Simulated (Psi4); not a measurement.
**SO3 (SMILES O=S(=O)=O) at HSE06/aug-cc-pVDZ-DK (density fitting)**

What is the energy change on altering one bond length of SO3 at HSE06/aug-cc-pVDZ-DK (density fitting)? 

The results are computed with Psi4 1.11.

5 further runs of the same task are left out: 2 that didn't finish, 3 set aside as unsound or not needed.

### 1 The molecule

The species is SO3 (4 atoms), meant as a singlet with charge 0. As SMILES, `O=S(=O)=O`. Geometry: relaxed at GFN2-xTB.

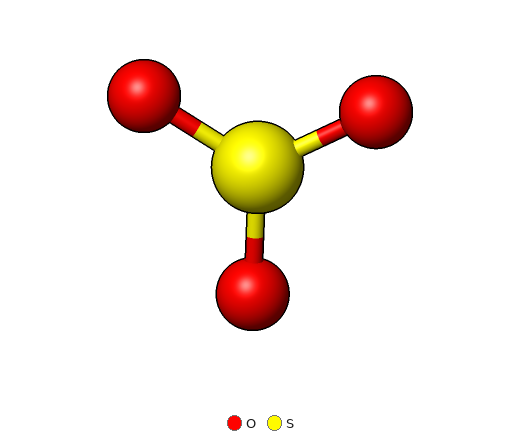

The structure, seen from a chosen angle (oxygen red, sulfur yellow).

### 2 Energy and forces at HSE06/aug-cc-pVDZ-DK (density fitting)

Contents of o3s.xyz:

```xyz
4
O3S
O     -1.120230    -0.683760     0.536200
S      0.000050    -0.000150    -0.000380
O      1.307630    -0.327510     0.440320
O     -0.187450     1.011420    -0.976150
```

Contents of o3s_ase.py:

```python
import numpy as np
from ase.calculators.psi4 import Psi4
from ase.io import read

a = read('o3s.xyz')
calc = Psi4(atoms=a, method='hse06', basis='aug-cc-pVDZ-DK', memory='1600MB', num_threads=1, charge=0, multiplicity=1, label='psi4-calc')
calc.psi4.set_options({'scf_type': 'mem_df'})
a.calc = calc

forces = a.get_forces()
print(f'energy: {a.get_potential_energy():.6f} eV')
print('forces / eV A^-1')
print(np.round(forces, 5))
```

The run is started by

```sh
python o3s_ase.py
```

psi4-calc.dat:

```text
[...]
  Running in c1 symmetry.
[...]
  Nuclear repulsion =  184.674443422524746
[...]
  Multiplicity = 1
[...]
  Nalpha       = 20
  Nbeta        = 20
[...]
    Number of basis functions: 96
[...]
   @DF-RKS iter   1:  -622.89301187997853    6.65638e-01   9.65523e-03 DIIS/ADIIS
[...]
   @DF-RKS iter  11:  -623.20615705797434   -2.95586e-12   1.21558e-09 DIIS
[...]
    Orbital Energies [Eh]
    ---------------------
    Doubly Occupied:
       1A    -89.125247     2A    -19.285505     3A    -19.285466
       4A    -19.285429     5A     -8.249398     6A     -6.193549
       7A     -6.191930     8A     -6.191928     9A     -1.253710
      10A     -1.117259    11A     -1.117160    12A     -0.646425
      13A     -0.574296    14A     -0.548589    15A     -0.548559
      16A     -0.431854    17A     -0.431805    18A     -0.406871
      19A     -0.406806    20A     -0.353328
[...]
  @DF-RKS Final Energy:  -623.20615705797434
   => Energetics <=
    Nuclear Repulsion Energy =            184.6744434225247460
    One-Electron Energy =               -1224.2097498279090360
    Two-Electron Energy =                 455.8063081983798384
    DFT Exchange-Correlation Energy =     -39.4771588509698361
    Empirical Dispersion Energy =           0.0000000000000000
    VV10 Nonlocal Energy =                  0.0000000000000000
    Total Energy =                       -623.2061570579743375
[...]
 Multipole Moments:
 ------------------------------------------------------------------------------------
     Multipole            Electronic (a.u.)      Nuclear  (a.u.)        Total (a.u.)
 ------------------------------------------------------------------------------------
 L = 1.  Multiply by 2.5417464519 to convert [e a0] to [Debye]
 Dipole X            :         -0.0000604            0.0000007           -0.0000597
 Dipole Y            :         -0.0001158           -0.0000020           -0.0001178
 Dipole Z            :         -0.0009749           -0.0000051           -0.0009800
 Magnitude           :                                                    0.0009889
[...]
  -Total Gradient:
     Atom            X                  Y                   Z
    ------   -----------------  -----------------  -----------------
       1        0.047736930195     0.029153399195    -0.022801419030
       2       -0.000347427969    -0.000034613862    -0.000169922229
       3       -0.055186692954     0.013648375914    -0.018353243560
       4        0.007828817548    -0.042997608539     0.041546511653
[...]
```

On the terminal:

```text
energy: -16958.303312 eV
forces / eV A^-1
[[-2.45473e+00 -1.49913e+00  1.17250e+00]
 [ 1.78700e-02  1.78000e-03  8.74000e-03]
 [ 2.83781e+00 -7.01830e-01  9.43760e-01]
 [-4.02570e-01  2.21103e+00 -2.13641e+00]]
```

Run time: 25 s. Hardware: 1 thread of Intel Xeon Platinum 8259CL at 2.50GHz (Skylake/Cascade Lake), shared host; peak memory 0.58 GiB.

### 3 The distorted shape at the same level

Contents of job.py:

```python
import psi4

psi4.set_memory(1600000000)
psi4.set_num_threads(1)
psi4.set_output_file('output.dat', False)

m = psi4.geometry("""
O     -1.643254    -0.552818     0.359923
S     -0.522974     0.130792    -0.176657
O      1.307630    -0.327510     0.440320
O     -0.710474     1.142362    -1.152427
units angstrom
symmetry c1
no_reorient
no_com
""")

psi4.set_options(dict(basis='aug-cc-pVDZ-DK', reference='rks', scf_type='mem_df'))

e, wfn = psi4.gradient('hse06', molecule=m, return_wfn=True)
print('gradient / Eh bohr^-1')
print(e.np.round(6))
print(f'energy = {wfn.energy():.10f} Eh')
```

The run is started by

```sh
python job.py
```

output.dat:

```text
[...]
  Running in c1 symmetry.
[...]
  Nuclear repulsion =  166.325715558375180
[...]
  Multiplicity = 1
[...]
  Nalpha       = 20
  Nbeta        = 20
[...]
    Number of basis functions: 96
[...]
   @DF-RKS iter   1:  -622.71328691703138    2.09694e-01   9.99526e-03 ADIIS/DIIS
[...]
   @DF-RKS iter  13:  -623.09896611692682   -6.19593e-11   6.47123e-09 DIIS
[...]
    Orbital Energies [Eh]
    ---------------------
    Doubly Occupied:
       1A    -89.122329     2A    -19.318748     3A    -19.318718
       4A    -19.286039     5A     -8.247233     6A     -6.191052
       7A     -6.190938     8A     -6.187423     9A     -1.242117
      10A     -1.141131    11A     -0.948988    12A     -0.689706
      13A     -0.562706    14A     -0.558603    15A     -0.554940
      16A     -0.430569    17A     -0.415957    18A     -0.410188
      19A     -0.331817    20A     -0.325304
[...]
  @DF-RKS Final Energy:  -623.09896611692682
   => Energetics <=
    Nuclear Repulsion Energy =            166.3257155583751796
    One-Electron Energy =               -1187.7711566036055046
    Two-Electron Energy =                 437.6242636321516670
    DFT Exchange-Correlation Energy =     -39.2777887038479960
    Empirical Dispersion Energy =           0.0000000000000000
    VV10 Nonlocal Energy =                  0.0000000000000000
    Total Energy =                       -623.0989661169267038
[...]
 Multipole Moments:
 ------------------------------------------------------------------------------------
     Multipole            Electronic (a.u.)      Nuclear  (a.u.)        Total (a.u.)
 ------------------------------------------------------------------------------------
 L = 1.  Multiply by 2.5417464519 to convert [e a0] to [Debye]
 Dipole X            :         31.0535098          -31.6271519           -0.5736421
 Dipole Y            :         -7.7725524            7.9159569            0.1434046
 Dipole Z            :         10.4717262          -10.6655840           -0.1938579
 Magnitude           :                                                    0.6222628
[...]
  -Total Gradient:
     Atom            X                  Y                   Z
    ------   -----------------  -----------------  -----------------
       1        0.042690530586     0.033145798487    -0.027127170818
       2       -0.151298271705     0.037777473713    -0.050922761897
       3        0.108612216245    -0.027203158095     0.036641303743
       4        0.000240474535    -0.043774768586     0.041485113999
[...]
```

The script printed:

```text
gradient / Eh bohr^-1
[[ 0.042691  0.033146 -0.027127]
 [-0.151298  0.037777 -0.050923]
 [ 0.108612 -0.027203  0.036641]
 [ 0.00024  -0.043775  0.041485]]
energy = -623.0989661169 Eh
```

It took 26 s on 1 thread of Intel Xeon Platinum 8259CL at 2.50GHz (Skylake/Cascade Lake), shared host; peak memory 0.53 GiB.

### 4 Results

Level: HSE06/aug-cc-pVDZ-DK (density fitting).

| quantity | value |
| --- | --- |
| first shape: total energy | -623.20616 Eh |
| first shape: dipole moment | 0.00 D |
| first shape: HOMO energy | -9.61 eV |
| first shape: LUMO energy | -2.94 eV |
| first shape: HOMO–LUMO gap | 6.68 eV |
| first shape: largest force on an atom | 3.106 eV/Å |
| distorted shape: total energy | -623.09897 Eh |
| distorted shape: dipole moment | 1.58 D |
| distorted shape: HOMO energy | -8.85 eV |
| distorted shape: LUMO energy | -5.16 eV |
| distorted shape: HOMO–LUMO gap | 3.69 eV |
| distorted shape: largest force on an atom | 8.436 eV/Å |
| energy change with the S2–O3 bond stretched from 1.418 to 1.985 Å | 2.917 eV |

In words: With the S2–O3 bond stretched from 1.418 to 1.985 Å the energy rises by 2.92 eV (67 kcal/mol). The first shape isn't relaxed at this level, so the change isn't measured from a minimum. The largest force (first shape) is 3.11 eV/Å: the shape isn't a stationary point for this species at this level. The basis (first shape) was made for a relativistic Hamiltonian, but the run is non-relativistic. The basis (distorted shape) was made for a relativistic Hamiltonian, but the run is non-relativistic.
